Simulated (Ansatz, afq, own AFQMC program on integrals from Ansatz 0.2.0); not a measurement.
# AlGe+ (singlet): AFQMC on the coupled-cluster ladder at distance Ge1–Al2 = 3.877 Å, cc-pVDZ

How near does AFQMC come to the top of the ladder for AlGe+ (singlet)?

Computed with Ansatz 0.2.0, Gaussian basis, and an in-house AFQMC program (afq) on its integrals; all values are calculated. Level: cc-pVDZ, frozen cores.

The runs, in order: Full CI; CCSD(T) on RHF; PBE (unrestricted); Full CI; CCSDT(Q) on RHF; r2SCAN (unrestricted); PBE0 (unrestricted); CCSDTQ on RHF; B3LYP (unrestricted); wB97M-V (unrestricted); B2PLYP (unrestricted); Phaseless AFQMC, CISD trial on RHF; UHF; CCSD(T) on UHF; CCSDT(Q) on UHF; CCSDTQ on UHF; Phaseless AFQMC, CISD trial on UHF.

8 further runs of the same task are left out: 8 that didn't finish.

### 1 The system

The geometry derives from a PBE0/def2-TZVP stationary point (not a proven minimum). One bond is set to the value named and the two fragments are kept rigid. No spin-orbit coupling is included. The filled d shell of Ge may be among the frozen orbitals whatever the setting's name suggests; the logs give the count.

2 atoms, charge 1, spin multiplicity 1.

Atoms are counted from 1 here; the program's logs count them from 0.

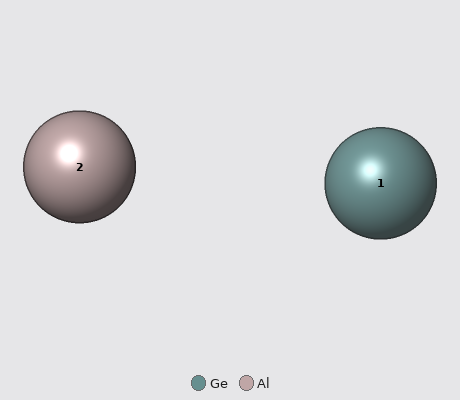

The structure; germanium teal, aluminium light grey; atoms are numbered from 1 in the order of the file.

### 2 Full CI

The input, in.yaml:

```yaml
crystal:
  periodic: [false, false, false]
  atoms:
    - {symbol: Ge, position_ang: [0.000000, 0.000000, 0.000000]}
    - {symbol: Al, position_ang: [0.000000, 0.000000, 3.877000]}
basis:
  gaussian: {orbitals: cc-pVDZ}
total_charge: 1
correlation: {method: fci, electrons: outside_noble_gas}
```

Command:

```
$ ansatz run in.yaml --threads 1 --pin off --events-out ev --progress --plain --max-ram 16896MiB --backend cuda --devices 0, --max-vram 18GiB
```

What it wrote:

```text
Functional definition: HF
  name "HF"
  cite "Fock, Z. Phys. 61, 126 (1930) doi:10.1007/BF01340294"
  parent pbe
  exchange = exact_x
  correlation = 0
843 factors; integrals over basis functions are off by at most 1.0e-7 eV
mean field evaluation 1: about -63046.9108 eV, gradient 4.7e0 eV
mean field evaluation 2: about -63046.9173 eV, gradient 4.7e0 eV
mean field evaluation 4: about -63047.0458 eV, gradient 4.1e-1 eV
mean field evaluation 8: about -63047.0476 eV, gradient 4.6e-4 eV
mean field evaluation 16: about -63045.9588 eV, gradient 1.8e0 eV
mean field evaluation 32: about -63045.9865 eV, gradient 7.9e-7 eV
mean field evaluation 64: about -63045.9844 eV, gradient 2.5e-1 eV
mean field -63047.04758886 eV, -2316.9362640667 hartree, gradient 5.7e-6 eV, S^2 0.000000; 10 other end points of the search recorded, 0 dependent functions left out; unrestricted orbitals would lower it
determinant -63047.04758886 eV, -2316.9362640667 hartree, with singles and doubles -63050.18756740 eV, -2317.0516561498 hartree
determinant -63045.98648371 eV, -2316.8972691719 hartree, with singles and doubles -63049.17307579 eV, -2317.0143742710 hartree
19 core orbitals not correlated: weight in the atoms' cores, before any rotation towards them, 1.000 or more for the frozen orbitals, at most 0.000 for the correlated occupied ones
reference -63047.04758886 eV, -2316.9362640667 hartree; 3, 3 occupied and 23, 23 virtual orbitals, 843 factors
state -63050.30728511 eV, -2317.0560556944 hartree
Total energy: -63050.30728511 eV, -2317.0560556944 hartree
```

It took 19 s on 1 × NVIDIA H100 80GB HBM3 with 1 thread of AMD EPYC 7R13 (Zen 3), shared host.

From the report: 1,690,944 determinants, symmetry A1.

### 3 CCSD(T) on RHF

in.yaml, as its differences from that of step 2:

```diff
@@ -8,2 +8,3 @@
 total_charge: 1
-correlation: {method: fci, electrons: outside_noble_gas}
+magnetization: {spin_polarized: false}
+correlation: {method: ccsd_t, electrons: outside_noble_gas, hamiltonian_folder: ham}
```

The command is unchanged.

What it wrote (excerpt; [...] marks lines left out):

```text
Functional definition: HF
  name "HF"
  cite "Fock, Z. Phys. 61, 126 (1930) doi:10.1007/BF01340294"
  parent pbe
[...]
511 factors; integrals over basis functions are off by at most 6.6e-4 eV
[...]
mean field -63047.04758893 eV, -2316.9362640695 hartree, gradient 1.2e-6 eV, S^2 0.000000; 12 other end points of the search recorded, 0 dependent functions left out; unrestricted orbitals would lower it
determinant -63047.04758893 eV, -2316.9362640695 hartree, with singles and doubles -63050.18755758 eV, -2317.0516557891 hartree
determinant -63045.98648444 eV, -2316.8972691986 hartree, with singles and doubles -63049.17306659 eV, -2317.0143739327 hartree
19 core orbitals not correlated: weight in the atoms' cores, before any rotation towards them, 1.000 or more for the frozen orbitals, at most 0.000 for the correlated occupied ones
reference -63047.04758893 eV, -2316.9362640695 hartree; 3, 3 occupied and 23, 23 virtual orbitals, 511 factors
second order -2.17491173 eV of doubles, -0.00000000 eV of singles
cycle   1  -3.14021913 eV  change   -2.5e-4 eV  update   3.9e-3
[...]
cycle   9  -3.14308815 eV  change    5.3e-6 eV  update   6.1e-6
perturbative correction -0.07599119 eV, -0.0027926247 hartree
Total energy: -63050.26666827 eV, -2317.0545630534 hartree
```

Run time: 6.5 s. Hardware: 1 × NVIDIA H100 80GB HBM3 with 1 thread of AMD EPYC 7R13 (Zen 3), shared host.

From the report: correlation -3.2191 eV; T1 0.022; largest double amplitude 0.12.

This run also writes the integrals to the folder ham.

### 4 PBE (unrestricted)

in.yaml, as its differences from that of step 3:

```diff
@@ -8,3 +8,4 @@
 total_charge: 1
-magnetization: {spin_polarized: false}
-correlation: {method: ccsd_t, electrons: outside_noble_gas, hamiltonian_folder: ham}
+magnetization: {spin_polarized: true, initial_magnetization: 0}
+hamiltonian: {xc: {name: PBE}}
+output: {orbitals: {seedname: orbitals}}
```

Command:

```
$ ansatz run in.yaml --threads 1 --pin off --events-out ev --progress --plain --max-ram 5632MiB --backend cpu
```

What it wrote (excerpt; [...] marks lines left out):

```text
Functional definition: PBE
  name "PBE"
  cite "Perdew, Burke & Ernzerhof, Phys. Rev. Lett. 77, 3865 (1996) doi:10.1103/PhysRevLett.77.3865"
  parent pbe
[...]
511 factors; integrals over basis functions are off by at most 6.6e-4 eV
[...]
mean field -63092.29824272 eV, -2318.5991949243 hartree, gradient 1.2e-6 eV, S^2 0.859683; 16 other end points of the search recorded, 0 dependent functions left out
reference -63092.29827577 eV, -2318.5991961386 hartree; 22, 22 occupied and 23, 23 virtual orbitals, 511 factors
Total energy: -63092.29827577 eV, -2318.5991961386 hartree
```

It took 7 s on 1 thread of AMD EPYC 7R13 (Zen 3), shared host.

From the report: ⟨S²⟩ of the determinant 0.860 (pure singlet: 0.00). The determinant is far from a pure spin state, so its energy mixes those of several spin states (harmless only where they are near-degenerate, as at dissociation).

### 5 Full CI

The input, in.yaml:

```yaml
hamiltonian:
  integrals:
    folder: ../ham
correlation: {method: fci}
```

Command:

```
$ ansatz run in.yaml --threads 1 --pin off --events-out ev --progress --plain --max-ram 16896MiB --backend cuda --devices 0, --max-vram 18GiB
```

What it wrote:

```text
Functional definition: HF
  name "HF"
  cite "Fock, Z. Phys. 61, 126 (1930) doi:10.1007/BF01340294"
  parent pbe
  exchange = exact_x
  correlation = 0
reference -63047.04758893 eV, -2316.9362640695 hartree; 3, 3 occupied and 23, 23 virtual orbitals, 511 factors
state -63050.30727629 eV, -2317.0560553703 hartree
Total energy: -63050.30727629 eV, -2317.0560553703 hartree
```

Run time: 13 s. Hardware: 1 × NVIDIA H100 80GB HBM3 with 1 thread of AMD EPYC 7R13 (Zen 3), shared host.

From the report: 1,690,944 determinants.

### 6 CCSDT(Q) on RHF

The input, in.yaml:

```yaml
crystal:
  periodic: [false, false, false]
  atoms:
    - {symbol: Ge, position_ang: [0.000000, 0.000000, 0.000000]}
    - {symbol: Al, position_ang: [0.000000, 0.000000, 3.877000]}
basis:
  gaussian: {orbitals: cc-pVDZ}
total_charge: 1
magnetization: {spin_polarized: false}
correlation: {method: ccsdt_q, electrons: outside_noble_gas}
```

Launched as before.

What it wrote (excerpt; [...] marks lines left out):

```text
Functional definition: HF
  name "HF"
  cite "Fock, Z. Phys. 61, 126 (1930) doi:10.1007/BF01340294"
  parent pbe
[...]
843 factors; integrals over basis functions are off by at most 1.0e-7 eV
[...]
mean field -63047.04758886 eV, -2316.9362640667 hartree, gradient 5.7e-6 eV, S^2 0.000000; 10 other end points of the search recorded, 0 dependent functions left out; unrestricted orbitals would lower it
determinant -63047.04758886 eV, -2316.9362640667 hartree, with singles and doubles -63050.18756740 eV, -2317.0516561498 hartree
determinant -63045.98648371 eV, -2316.8972691719 hartree, with singles and doubles -63049.17307574 eV, -2317.0143742690 hartree
19 core orbitals not correlated: weight in the atoms' cores, before any rotation towards them, 1.000 or more for the frozen orbitals, at most 0.000 for the correlated occupied ones
reference -63047.04758886 eV, -2316.9362640667 hartree; 3, 3 occupied and 23, 23 virtual orbitals, 843 factors
second order -2.17493943 eV of doubles, -0.00000000 eV of singles
cycle   1  -2.75761340 eV  change   -5.8e-1 eV  update   9.6e-2
[...]
cycle  23  -3.24337041 eV  change    8.5e-8 eV  update   3.9e-7
perturbative correction -0.01105459 eV, -0.0004062488 hartree
Total energy: -63050.30201386 eV, -2317.0558619796 hartree
```

Wall time 7 s (1 × NVIDIA H100 80GB HBM3 with 1 thread of AMD EPYC 7R13 (Zen 3), shared host).

From the report: correlation -3.2544 eV; T1 0.026; largest double amplitude 0.14.

### 7 r2SCAN (unrestricted)

in.yaml, as its differences from that of step 6:

```diff
@@ -8,3 +8,3 @@
 total_charge: 1
-magnetization: {spin_polarized: false}
-correlation: {method: ccsdt_q, electrons: outside_noble_gas}
+magnetization: {spin_polarized: true, initial_magnetization: 0}
+hamiltonian: {xc: {name: r2SCAN}}
```

Command:

```
$ ansatz run in.yaml --threads 1 --pin off --events-out ev --progress --plain --max-ram 5632MiB --backend cpu
```

What it wrote (excerpt; [...] marks lines left out):

```text
Functional definition: r2SCAN
  name "r2SCAN"
  cite "Furness, Kaplan, Ning, Perdew & Sun, J. Phys. Chem. Lett. 11, 8208 (2020) doi:10.1021/acs.jpclett.0c02405"
  cite "Furness, Kaplan, Ning, Perdew & Sun, J. Phys. Chem. Lett. 11, 9248 (2020) doi:10.1021/acs.jpclett.0c03077"
  parent r2scan
[...]
511 factors; integrals over basis functions are off by at most 6.6e-4 eV
[...]
mean field -63103.12061646 eV, -2318.9969098236 hartree, gradient 9.8e-6 eV, S^2 0.916463; 14 other end points of the search recorded, 0 dependent functions left out
reference -63103.12062990 eV, -2318.9969103176 hartree; 22, 22 occupied and 23, 23 virtual orbitals, 511 factors
Total energy: -63103.12062990 eV, -2318.9969103176 hartree
```

Wall time 21 s (1 thread of AMD EPYC 7R13 (Zen 3), shared host).

From the report: ⟨S²⟩ of the determinant 0.916 (pure singlet: 0.00). The determinant is far from a pure spin state, so its energy mixes those of several spin states (harmless only where they are near-degenerate, as at dissociation).

### 8 PBE0 (unrestricted)

in.yaml, as its differences from that of step 7:

```diff
@@ -9,2 +9,3 @@
 magnetization: {spin_polarized: true, initial_magnetization: 0}
-hamiltonian: {xc: {name: r2SCAN}}
+hamiltonian: {xc: {name: PBE0}}
+output: {orbitals: {seedname: orbitals}}
```

Same command.

What it wrote (excerpt; [...] marks lines left out):

```text
Functional definition: PBE0
  name "PBE0"
  cite "Adamo & Barone, J. Chem. Phys. 110, 6158 (1999) doi:10.1063/1.478522"
  cite "Perdew, Burke & Ernzerhof, Phys. Rev. Lett. 77, 3865 (1996) doi:10.1103/PhysRevLett.77.3865"
  parent pbe
[...]
511 factors; integrals over basis functions are off by at most 6.6e-4 eV
[...]
mean field -63094.21537652 eV, -2318.6696482921 hartree, gradient 3.7e-6 eV, S^2 0.874331; 10 other end points of the search recorded, 0 dependent functions left out
reference -63094.21540143 eV, -2318.6696492072 hartree; 22, 22 occupied and 23, 23 virtual orbitals, 511 factors
Total energy: -63094.21540143 eV, -2318.6696492072 hartree
```

Run time: 5.5 s. Hardware: 1 thread of AMD EPYC 7R13 (Zen 3), shared host.

From the report: ⟨S²⟩ of the determinant 0.874 (pure singlet: 0.00). The determinant is far from a pure spin state, so its energy mixes those of several spin states (harmless only where they are near-degenerate, as at dissociation).

### 9 CCSDTQ on RHF

The input, in.yaml:

```yaml
crystal:
  periodic: [false, false, false]
  atoms:
    - {symbol: Ge, position_ang: [0.000000, 0.000000, 0.000000]}
    - {symbol: Al, position_ang: [0.000000, 0.000000, 3.877000]}
basis:
  gaussian: {orbitals: cc-pVDZ}
total_charge: 1
magnetization: {spin_polarized: false}
correlation: {method: ccsdtq, electrons: outside_noble_gas}
```

Command:

```
$ ansatz run in.yaml --threads 1 --pin off --events-out ev --progress --plain --max-ram 16896MiB --backend cuda --devices 0, --max-vram 18GiB
```

What it wrote (excerpt; [...] marks lines left out):

```text
Functional definition: HF
  name "HF"
  cite "Fock, Z. Phys. 61, 126 (1930) doi:10.1007/BF01340294"
  parent pbe
[...]
843 factors; integrals over basis functions are off by at most 1.0e-7 eV
[...]
mean field -63047.04758886 eV, -2316.9362640667 hartree, gradient 5.7e-6 eV, S^2 0.000000; 10 other end points of the search recorded, 0 dependent functions left out; unrestricted orbitals would lower it
determinant -63047.04758886 eV, -2316.9362640667 hartree, with singles and doubles -63050.18756740 eV, -2317.0516561498 hartree
determinant -63045.98648371 eV, -2316.8972691719 hartree, with singles and doubles -63049.17307574 eV, -2317.0143742690 hartree
19 core orbitals not correlated: weight in the atoms' cores, before any rotation towards them, 1.000 or more for the frozen orbitals, at most 0.000 for the correlated occupied ones
reference -63047.04758886 eV, -2316.9362640667 hartree; 3, 3 occupied and 23, 23 virtual orbitals, 843 factors
second order -2.17493943 eV of doubles, -0.00000000 eV of singles
cycle   1  -2.75761476 eV  change   -5.8e-1 eV  update   9.6e-2
[...]
cycle  31  -3.25913278 eV  change   -2.3e-9 eV  update   1.2e-7
Total energy: -63050.30672164 eV, -2317.0560349872 hartree
```

Wall time 8 s (1 × NVIDIA H100 80GB HBM3 with 1 thread of AMD EPYC 7R13 (Zen 3), shared host).

From the report: correlation -3.2591 eV; T1 0.027; largest double amplitude 0.15.

### 10 B3LYP (unrestricted)

in.yaml, as its differences from that of step 9:

```diff
@@ -8,3 +8,3 @@
 total_charge: 1
-magnetization: {spin_polarized: false}
-correlation: {method: ccsdtq, electrons: outside_noble_gas}
+magnetization: {spin_polarized: true, initial_magnetization: 0}
+hamiltonian: {xc: {name: B3LYP}}
```

Command:

```
$ ansatz run in.yaml --threads 1 --pin off --events-out ev --progress --plain --max-ram 5632MiB --backend cpu
```

What it wrote (excerpt; [...] marks lines left out):

```text
Functional definition: B3LYP
  name "B3LYP"
  cite "Stephens, Devlin, Chabalowski & Frisch, J. Phys. Chem. 98, 11623 (1994) doi:10.1021/j100096a001"
  cite "Becke, Phys. Rev. A 38, 3098 (1988) doi:10.1103/PhysRevA.38.3098"
  cite "Lee, Yang & Parr, Phys. Rev. B 37, 785 (1988) doi:10.1103/PhysRevB.37.785"
  cite "Vosko, Wilk & Nusair, Can. J. Phys. 58, 1200 (1980) doi:10.1139/p80-159"
[...]
511 factors; integrals over basis functions are off by at most 6.6e-4 eV
[...]
mean field -63106.50424502 eV, -2319.1212558795 hartree, gradient 4.7e-6 eV, S^2 0.860702; 15 other end points of the search recorded, 0 dependent functions left out
reference -63106.50445057 eV, -2319.1212634333 hartree; 22, 22 occupied and 23, 23 virtual orbitals, 511 factors
Total energy: -63106.50445057 eV, -2319.1212634333 hartree
```

Run time: 8 s. Hardware: 1 thread of AMD EPYC 7R13 (Zen 3), shared host.

From the report: ⟨S²⟩ of the determinant 0.861 (pure singlet: 0.00). The determinant is far from a pure spin state, so its energy mixes those of several spin states (harmless only where they are near-degenerate, as at dissociation).

### 11 wB97M-V (unrestricted)

in.yaml, as its differences from that of step 10:

```diff
@@ -9,2 +9,3 @@
 magnetization: {spin_polarized: true, initial_magnetization: 0}
-hamiltonian: {xc: {name: B3LYP}}
+hamiltonian: {xc: {name: wB97M-V}}
+output: {orbitals: {seedname: orbitals}}
```

The command is unchanged.

What it wrote (excerpt; [...] marks lines left out):

```text
Functional definition: wB97M-V
  name "wB97M-V"
  cite "Mardirossian & Head-Gordon, J. Chem. Phys. 144, 214110 (2016) doi:10.1063/1.4952647"
  cite "Becke, J. Chem. Phys. 107, 8554 (1997) doi:10.1063/1.475007"
  cite "Vydrov & Van Voorhis, J. Chem. Phys. 133, 244103 (2010) doi:10.1063/1.3521275"
  # Of w^i u^j: cxij and so on, Table III.
[...]
  gx(w, u) = 1 - cx + cx01*u + cx10*w
  gss(w, u) = css00 + css04*u^4 + css10*w + css20*w^2 + css43*w^4*u^3
  gos(w, u) = cos00 + cos10*w + (cos20 + cos21*u)*w^2 + (cos60 + cos61*u)*w^6
[...]
      + integral(e_c_pw_mod_opposite_spin*gos(b97_w_opposite, b97_u_opposite)) + vv10(b, c)
511 factors; integrals over basis functions are off by at most 6.6e-4 eV
147 factors; integrals over basis functions are off by at most 1.3e-5 eV
[...]
mean field -63101.35820582 eV, -2318.9321424272 hartree, gradient 5.0e-6 eV, S^2 0.869129; 8 other end points of the search recorded, 0 dependent functions left out
reference -63101.35824248 eV, -2318.9321437743 hartree; 22, 22 occupied and 23, 23 virtual orbitals, 511 factors
Total energy: -63101.35824248 eV, -2318.9321437743 hartree
```

Run time: 12 s. Hardware: 1 thread of AMD EPYC 7R13 (Zen 3), shared host.

From the report: ⟨S²⟩ of the determinant 0.869 (pure singlet: 0.00). The determinant is far from a pure spin state, so its energy mixes those of several spin states (harmless only where they are near-degenerate, as at dissociation).

### 12 B2PLYP (unrestricted)

in.yaml, as its differences from that of step 11:

```diff
@@ -9,3 +9,3 @@
 magnetization: {spin_polarized: true, initial_magnetization: 0}
-hamiltonian: {xc: {name: wB97M-V}}
-output: {orbitals: {seedname: orbitals}}
+hamiltonian: {xc: {name: B2PLYP}}
+correlation: {electrons: outside_noble_gas}
```

Launched as before.

What it wrote (excerpt; [...] marks lines left out):

```text
Functional definition: B2PLYP
  name "B2PLYP"
  cite "Grimme, J. Chem. Phys. 124, 034108 (2006) doi:10.1063/1.2148954"
  cite "Becke, Phys. Rev. A 38, 3098 (1988) doi:10.1103/PhysRevA.38.3098"
  cite "Lee, Yang & Parr, Phys. Rev. B 37, 785 (1988) doi:10.1103/PhysRevB.37.785"
[...]
511 factors; integrals over basis functions are off by at most 6.6e-4 eV
[...]
mean field -63089.51125340 eV, -2318.4967749559 hartree, gradient 2.0e-8 eV, S^2 0.905116; 10 other end points of the search recorded, 0 dependent functions left out
19 core orbitals not correlated: weight in the atoms' cores, before any rotation towards them, 1.000 or more for the frozen orbitals, at most 0.000 for the correlated occupied ones
reference -63089.51138382 eV, -2318.4967797487 hartree; 3, 3 occupied and 23, 23 virtual orbitals, 511 factors
second order -2.48032301 eV of doubles, -0.00000000 eV of singles
Total energy: -63090.18107104 eV, -2318.5213902999 hartree
```

Run time: 6 s. Hardware: 1 thread of AMD EPYC 7R13 (Zen 3), shared host.

From the report: ⟨S²⟩ of the determinant 0.905 (pure singlet: 0.00). The determinant is far from a pure spin state, so its energy mixes those of several spin states (harmless only where they are near-degenerate, as at dissociation).

(Part 1 of 2 ends here.)
